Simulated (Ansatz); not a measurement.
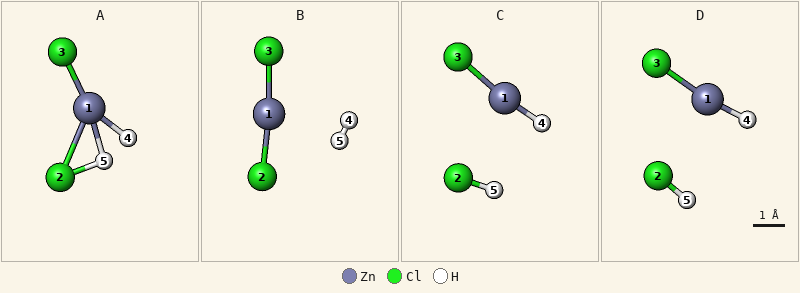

4 geometries from a converged minimum-energy path of ZnH₂Cl₂, made up at the start of ZnCl$_{2}$ and H2, shuffled. Style: ball-and-stick. Shown from a free direction.

Computed with RKS B3LYP-D4/def2-TZVP (Ansatz 0.2.0). Settings: 7 movable images; climbing image; force threshold 0.05 eV/Å; iteration limit 60; starting path through a guess of the saddle point.

Q: One of them is the converged climbing image. Which?

A: A. In order along the path, whose images run from 0 to 8: B (image 1, +0.7 kcal/mol), A (image 4, +35.7 kcal/mol), C (image 7, +21.5 kcal/mol), D (image 8, +21.2 kcal/mol). Breaking: H4–H5 (0.75 → 1.09 at the top → 3.32 Å), Zn1–Cl2 (2.10 → 2.49 at the top → 3.01 Å). Forming: Cl2–H5 (3.38 → 1.56 at the top → 1.28 Å), Zn1–H4 (2.87 → 1.67 at the top → 1.52 Å).

Limits of the set-up: the start holds two separate molecules, 2.9 Å apart at their closest, whose relative position is a soft coordinate.
